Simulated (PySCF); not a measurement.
# C5H5F3O: runs on many settings, part 2 of 2

PySCF 2.14.0. Atoms count from 0. Earlier steps stand in the parts before.

## (4) NMR shieldings: wB97X-D/6-31++G**

Job settings and geometry (Å):

```
{"job": {"kind": "nmr", "xc": "wB97X-D", "basis": "6-31++G**", "pop": false, "grid": 1, "scf": {"guess": "huckel"}}, "charge": 0, "multiplicity": 1}
O     -0.939253    -2.182463    -0.477561
C     -0.738819    -1.083037    -0.071689
C     -1.597199     0.104698     0.284591
C     -0.337973     0.848099     0.768399
C      0.546703    -0.338176     0.327834
C      1.467788    -0.029738    -0.833974
F      0.813330     0.507430    -1.874534
F      2.415030     0.861717    -0.489592
F      2.107331    -1.109825    -1.289124
H     -2.082267     0.542445    -0.586505
H     -2.358759    -0.099876     1.034452
H     -0.125876     1.776881     0.243931
H     -0.310017     1.029513     1.839250
H      1.139303    -0.828139     1.102358
```

Level: GIAO wB97X-D/6-31++G** NMR shielding, non-relativistic, gas phase.

Log:

```text
final grid: 59344 points
cycle   1  E = -562.9044229420  dE =  1.603e+00  |g| = 5.284e+00  |ddm| = 1.411e+01
cycle   2  E = -546.9176983282  dE =  1.599e+01  |g| = 7.266e+00  |ddm| = 1.043e+03
cycle   3  E = -567.2629969948  dE = -2.035e+01  |g| = 1.861e+00  |ddm| = 1.042e+03
cycle   4  E = -568.0168936401  dE = -7.539e-01  |g| = 7.793e-01  |ddm| = 8.755e+00
cycle   5  E = -568.1159576800  dE = -9.906e-02  |g| = 2.780e-01  |ddm| = 1.735e+00
cycle   6  E = -568.1297099903  dE = -1.375e-02  |g| = 6.988e-02  |ddm| = 4.271e-01
cycle   7  E = -568.1308625081  dE = -1.153e-03  |g| = 1.466e-02  |ddm| = 2.298e-01
cycle   8  E = -568.1309129103  dE = -5.040e-05  |g| = 7.185e-03  |ddm| = 4.705e-02
cycle   9  E = -568.1309246440  dE = -1.173e-05  |g| = 2.381e-03  |ddm| = 2.767e-02
cycle  10  E = -568.1309258026  dE = -1.159e-06  |g| = 9.464e-04  |ddm| = 1.104e-02
cycle  11  E = -568.1309259662  dE = -1.636e-07  |g| = 1.661e-04  |ddm| = 3.139e-03
cycle  12  E = -568.1309259743  dE = -8.120e-09  |g| = 4.682e-05  |ddm| = 9.042e-04
cycle  13  E = -568.1309259755  dE = -1.209e-09  |g| = 2.029e-05  |ddm| = 4.499e-04
cycle  14  E = -568.1309259758  dE = -2.319e-10  |g| = 6.816e-06  |ddm| = 1.306e-04
converged SCF energy = -568.1309259758

GIAO shielding tensors (ppm)
atom      isotropic    diamagn.    paramagn.     s11        s22        s33       span
  0 O     -273.182     389.164    -662.347   -789.013   -351.229    320.695   1109.708
  1 C        3.932     251.626    -247.694    -76.257    -23.364    111.418    187.675
  2 C      152.392     259.228    -106.836    118.220    158.685    180.270     62.050
  3 C      184.903     247.156     -62.253    169.292    188.337    197.080     27.788
  4 C      134.868     261.865    -126.997    107.108    140.856    156.642     49.535
  5 C       69.821     246.004    -176.182     65.301     68.788     75.374     10.074
  6 F      280.587     468.685    -188.099    199.327    279.710    362.723    163.397
  7 F      266.838     467.892    -201.054    187.814    253.844    358.857    171.043
  8 F      269.770     466.255    -196.485    188.993    270.621    349.696    160.703
  9 H       28.558      31.254      -2.696     25.263     26.951     33.458      8.195
 10 H       28.890      30.681      -1.791     24.698     27.597     34.375      9.677
 11 H       29.566      30.194      -0.628     26.174     28.950     33.572      7.398
 12 H       29.727      29.696       0.030     25.855     27.507     35.818      9.963
 13 H       28.178      28.870      -0.693     25.478     28.145     30.909      5.431
```

Wall time 24 s (1 thread of Intel Xeon Platinum 8488C, shared host); peak memory 0.85 GiB.

Key values: δ C1 194.9, C5 129.0, C4 64.0, C2 46.5, H13 3.79, H9 3.41 ppm.

## (5) Shielding tensors: r2SCAN/pcSseg-1

Same as in step 4 but for these lines:

```diff
@@ -1,2 +1,2 @@
-{"job": {"kind": "nmr", "xc": "wB97X-D", "basis": "6-31++G**", "pop": false, "grid": 1, "scf": {"guess": "huckel"}}, "charge": 0, "multiplicity": 1}
+{"job": {"kind": "nmr", "xc": "r2SCAN", "basis": "pcSseg-1", "pop": false, "scf": {"aux": "cc-pvdz-ri", "max_cycle": 78}}, "charge": 0, "multiplicity": 1}
 O     -0.939253    -2.182463    -0.477561
```

Method: r2SCAN/pcSseg-1.

Log:

```text
NotImplementedError: meta-GGA GIAO
```

Run time: 20 s. Hardware: 1 thread of Intel Xeon Platinum 8488C, shared host; peak memory 0.51 GiB.

Why it failed: This response code has no terms for the kinetic-energy density, so it refuses meta-GGA functionals here. The remedy is to take a GGA or a hybrid, or another code.

## (6) Nuclear shieldings: PBE0/MINI

Same as in step 5 but for these lines:

```diff
@@ -1,2 +1,2 @@
-{"job": {"kind": "nmr", "xc": "r2SCAN", "basis": "pcSseg-1", "pop": false, "scf": {"aux": "cc-pvdz-ri", "max_cycle": 78}}, "charge": 0, "multiplicity": 1}
+{"job": {"kind": "nmr", "xc": "PBE0", "basis": "MINI", "pop": false}, "charge": 0, "multiplicity": 1}
 O     -0.939253    -2.182463    -0.477561
```

With the program's defaults for keys left out, this is: GIAO PBE0/MINI NMR shielding, non-relativistic, gas phase.

Log:

```text
coarse grid: 12880 points
cycle   1  E = -563.2748034781  dE =  2.007e+00  |g| = 8.834e-01  |ddm| = 5.838e+00
cycle   2  E = -562.9164068000  dE =  3.584e-01  |g| = 1.529e+00  |ddm| = 3.218e+00
cycle   3  E = -563.5253992409  dE = -6.090e-01  |g| = 2.432e-01  |ddm| = 2.187e+00
cycle   4  E = -563.5424472379  dE = -1.705e-02  |g| = 6.029e-02  |ddm| = 4.118e-01
cycle   5  E = -563.5434144392  dE = -9.672e-04  |g| = 1.175e-02  |ddm| = 8.286e-02
cycle   6  E = -563.5434573413  dE = -4.290e-05  |g| = 2.271e-03  |ddm| = 2.306e-02
cycle   7  E = -563.5434588314  dE = -1.490e-06  |g| = 2.942e-04  |ddm| = 3.785e-03
final grid: 128920 points
cycle   8  E = -563.6267695090  dE = -1.334e-05  |g| = 4.716e-03  |ddm| = 1.904e-02
cycle   9  E = -563.6267599351  dE =  9.574e-06  |g| = 7.542e-03  |ddm| = 1.696e-02
cycle  10  E = -563.6267758791  dE = -1.594e-05  |g| = 9.568e-04  |ddm| = 1.082e-02
cycle  11  E = -563.6267761661  dE = -2.869e-07  |g| = 5.740e-05  |ddm| = 1.426e-03
cycle  12  E = -563.6267761673  dE = -1.178e-09  |g| = 2.019e-05  |ddm| = 1.625e-04
cycle  13  E = -563.6267761674  dE = -1.587e-10  |g| = 5.689e-06  |ddm| = 5.059e-05
converged SCF energy = -563.6267761674

GIAO shielding tensors (ppm)
atom      isotropic    diamagn.    paramagn.     s11        s22        s33       span
  0 O     -433.775     380.608    -814.382  -1252.519   -463.134    414.329   1666.848
  1 C      101.101     243.054    -141.953     10.754    129.318    163.232    152.478
  2 C      175.325     239.006     -63.681    145.702    179.215    201.058     55.356
  3 C      205.343     233.653     -28.309    194.848    204.161    217.021     22.173
  4 C      171.228     230.359     -59.131    145.433    176.572    191.679     46.246
  5 C      132.608     238.144    -105.536    112.236    138.981    146.607     34.370
  6 F      360.197     455.550     -95.353    296.251    374.420    409.920    113.669
  7 F      351.026     456.074    -105.048    295.411    370.008    387.658     92.246
  8 F      355.705     455.874    -100.169    286.231    374.135    406.749    120.519
  9 H       26.582      24.491       2.091     22.329     23.679     33.740     11.411
 10 H       26.629      27.322      -0.693     21.220     23.765     34.903     13.684
 11 H       28.094      23.566       4.528     23.162     27.184     33.936     10.773
 12 H       27.780      26.118       1.662     22.671     24.491     36.178     13.506
 13 H       25.952      25.136       0.816     20.906     24.837     32.113     11.208
```

Wall time 4.2 s (1 thread of Intel Xeon Platinum 8488C, shared host); peak memory 0.43 GiB.

In short: δ C1 125.6, C5 94.1, C4 55.5, C2 51.4, H13 4.77, H9 4.14 ppm.

## (7) Run by run: NMR shifts

Shifts (ppm) of some atoms, chosen among heavy atoms and hydrogens apart, means over like atoms, with basis size and wall time:

| run | C1 | C5 | C4 | H13 | H10 | O0 | F6 | functions | time |
| --- | --- | --- | --- | --- | --- | --- | --- | --- | --- |
| PBE0/pcseg-1 | 206.5 | 136.9 | 69.7 | 3.64 | 3.19 | 654.2 | -84.2 | 151 | 27 s |
| wB97X-D/6-31++G** | 194.9 | 129.0 | 64.0 | 3.79 | 3.08 | 611.9 | -69.3 | 192 | 24 s |
| PBE0/MINI | 125.6 | 94.1 | 55.5 | 4.77 | 4.09 | 810.1 | -116.7 | 50 | 4.2 s |

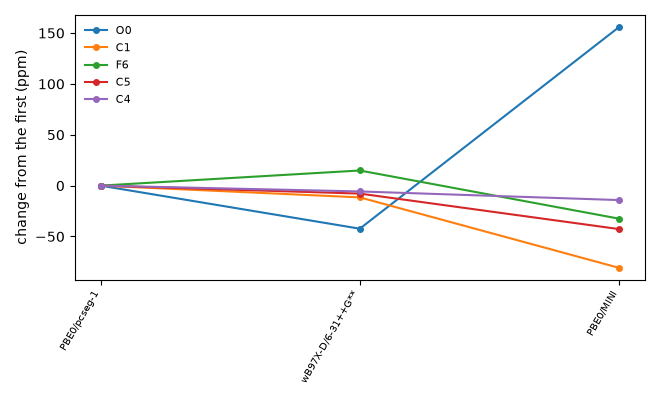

How five of the tabulated atoms move from run to run.

## (8) Results

The summary covers parts 1 to 2.

```
                                                                quantity                                            value
                                   13C shifts against TMS (PBE0/pcseg-1)               206.5, 136.9, 69.7, 49.3, 14.0 ppm
                                    1H shifts against TMS (PBE0/pcseg-1)                 3.64, 3.41, 3.19, 2.26, 2.22 ppm
                                   17O shifts against H2O (PBE0/pcseg-1)                                        654.2 ppm
19F shifts against CFCl3 (PBE0/pcseg-1, means over atoms taken as alike)                                        -84.2 ppm
                                   surface potential, least and greatest                               -1.40 V and 1.41 V
                              largest coupling of the table (PBE0/3-21G)                         1J(C,F) C5–F6, -299.2 Hz
                                                range of the shift of O0                               611.9 to 810.1 ppm
                                           property runs in this session  5, of which 1 failed and 1 gave unsound results
```

**Reading.** Single values in the summary come from the first run of each kind that ended normally (PBE0/pcseg-1; PBE0/3-21G), which need not be the best level. At PBE0/pcseg-1: The widest tensor belongs to O0: span 1169 ppm, with a paramagnetic part of -712 ppm. By nearest atom (PBE0/pcseg-1), the HOMO sits on O0 55 %; C2, C4 about 13 % each and the LUMO on C1 41 %; O0 27 %. In the run at PBE0/3-21G, the largest coupling of the table is C5–F6 (mean over like pairs), -299.2 Hz, of which the Fermi-contact term gives -283.0 Hz. Couplings across rotatable bonds belong to this one conformer; where others are populated, the observed values are averages. Density functionals describe couplings to fluorine poorly, F–F couplings above all, so those rows are rough. In ppm, O0 moves most: its shift spreads over 198.2 ppm, from 611.9 (wB97X-D/6-31++G**) to 810.1 (PBE0/MINI). A minimal basis is unusable for shieldings, so that end is no result. Couplings from bases without tight functions are rough.
